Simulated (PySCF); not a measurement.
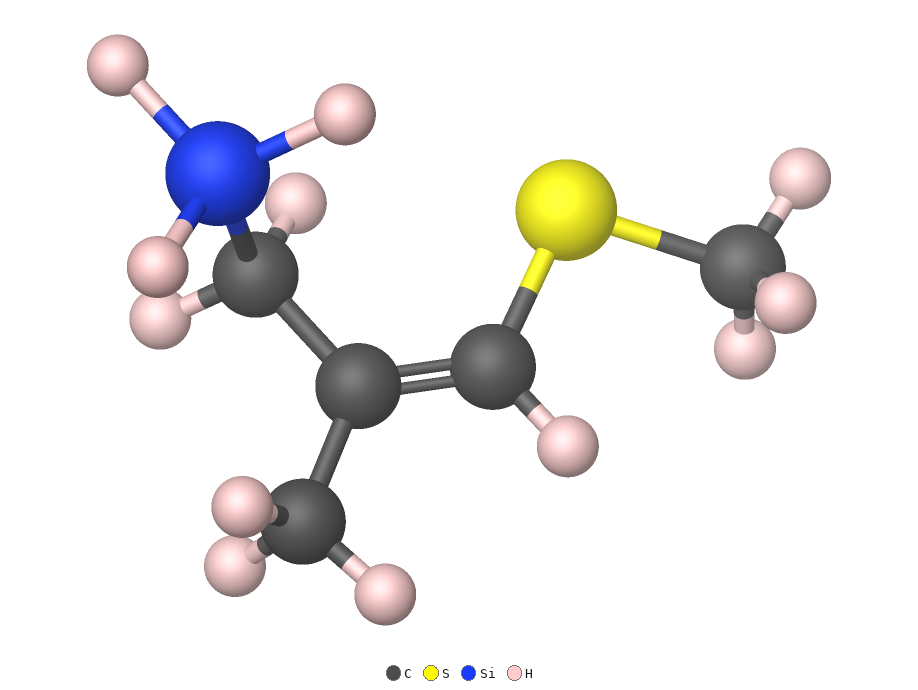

Ball-and-stick drawing of a structure.

The geometry was computed by an optimisation with GFN2-xTB. No frequency run is at hand to confirm it as a minimum.

Identify the structure.

The molecule is C5H12SSi. As SMILES it reads `CS/C=C(/C)C[SiH3]`. It has no ring. Among its groups: alkene, thioether, Si–H bond. The point group is C1. Coordination: 3 C tetrahedral; 1 S bent; 2 C trigonal planar; 1 Si tetrahedral.

The parts below concern this one geometry. Atoms keep their numbers from picture to picture.

**Geometry**

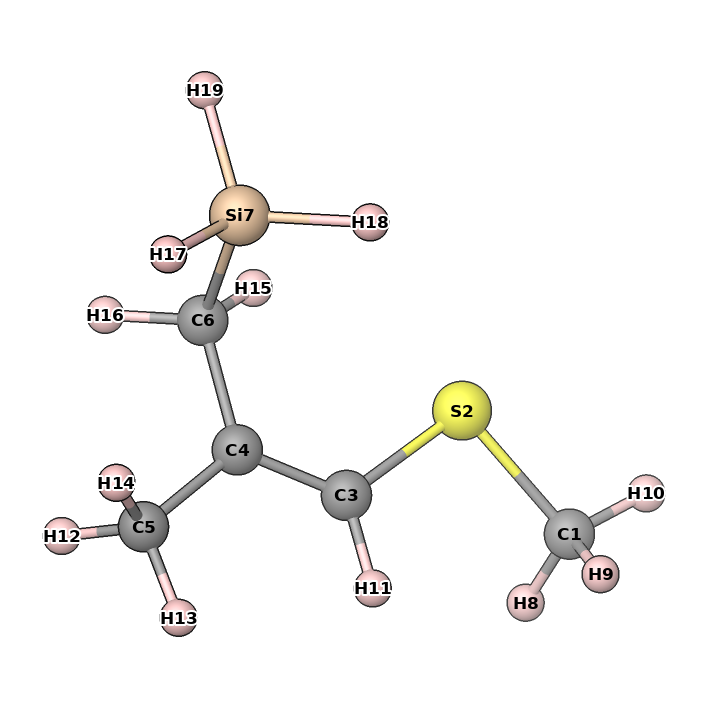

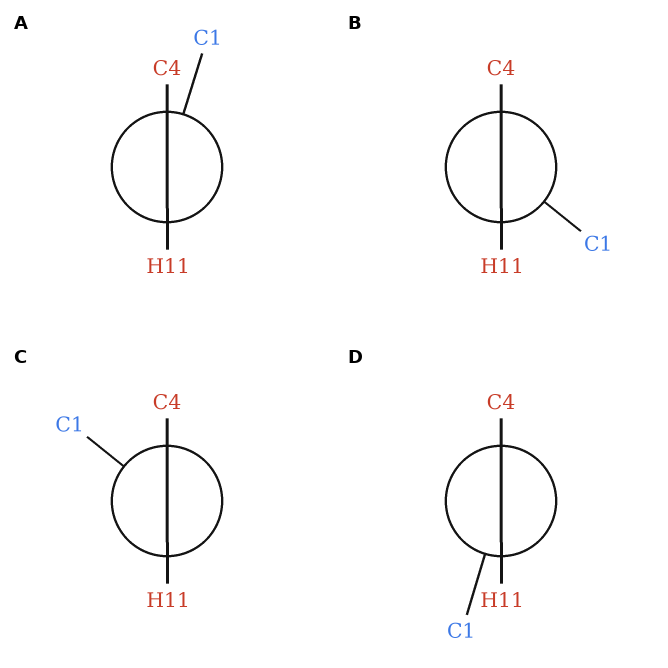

Atoms fade into the background with distance from the viewer. Bonds that would overlap in a projection are set slightly apart. No frequency run is at hand to confirm it as a minimum.

Which Newman projection shows the view along C3–S2, with C3 in front?

Answer. D. The torsion angle C4–C3–S2–C1 is −171°, antiperiplanar (anti).

**Dipole moment**

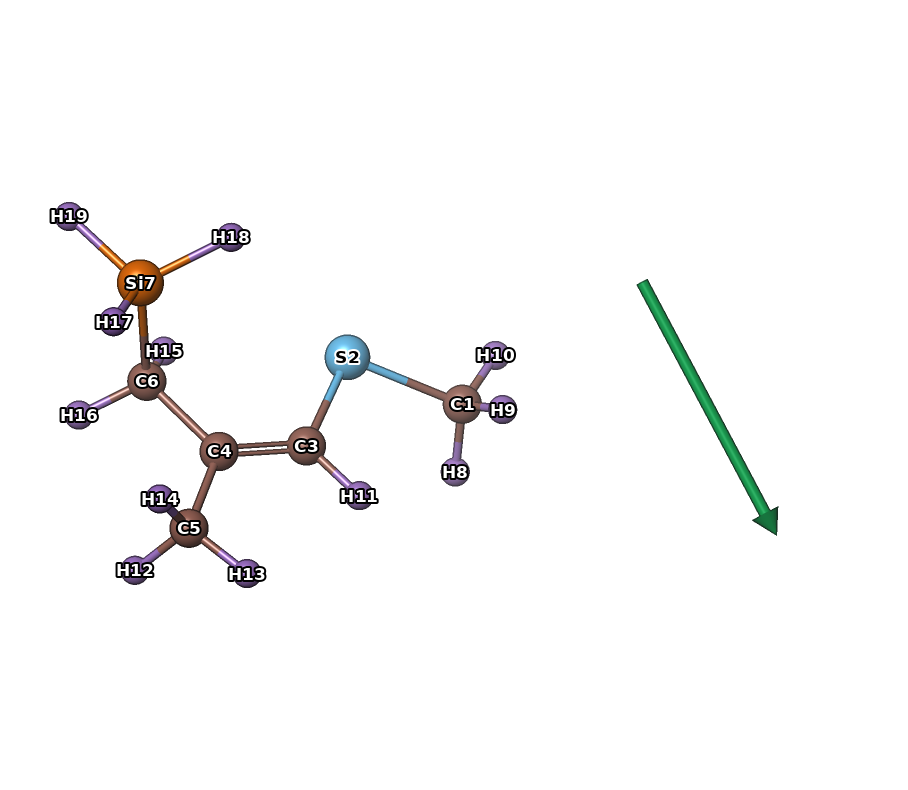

The arrow beside the molecule shows the direction of the dipole moment, from the negative to the positive end (its length means nothing). No frequency run is at hand to confirm it as a minimum. Level of theory: CAM-B3LYP/def2-SVPD, gas phase (PySCF 2.14.0).

How large is the dipole moment?

Answer. 1.55 D; it points from the side of H19 to the side of H8, H13 (the outermost atoms at the two ends).

**Polarisability**

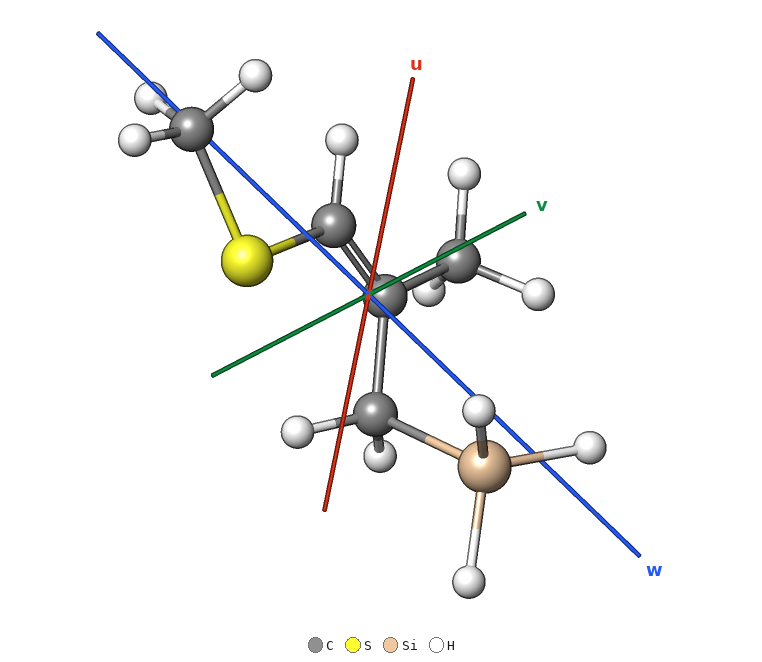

The lines u, v and w are the principal axes of the static dipole polarisability. No frequency run is at hand to confirm it as a minimum. Level of theory: CAM-B3LYP/def2-SVPD (PySCF 2.14.0).

Along which axis is the molecule most polarisable, and along which least?

Answer. Most along w, least along v.

Give the three principal values.

Answer. u 105.4, v 86.8, w 145.0 bohr³; mean 112.4, anisotropy 51.5 bohr³.

**Excitation**

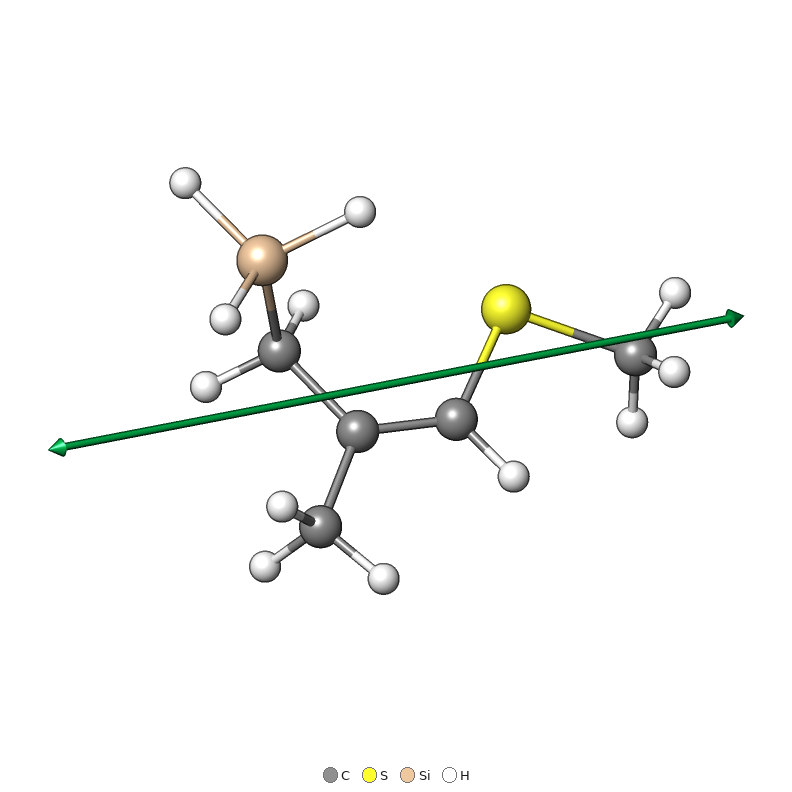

The double arrow shows the direction of the transition dipole to excited singlet state 3 (its length means nothing). No frequency run is at hand to confirm it as a minimum. Method: TDDFT CAM-B3LYP/def2-SVPD, vertical, gas phase, core orbitals frozen in the response (PySCF 2.14.0).

Where does the transition lie, and how strong is it?

Answer. 5.61 eV (221 nm), oscillator strength 0.35, mainly HOMO → LUMO+2 (weight 0.76); transition dipole 4.03 D.

The geometry is semi-empirical. Around Si such bond lengths and angles can be off by a tenth of an ångström or more and by several degrees, and values that hang on the shape move with them.
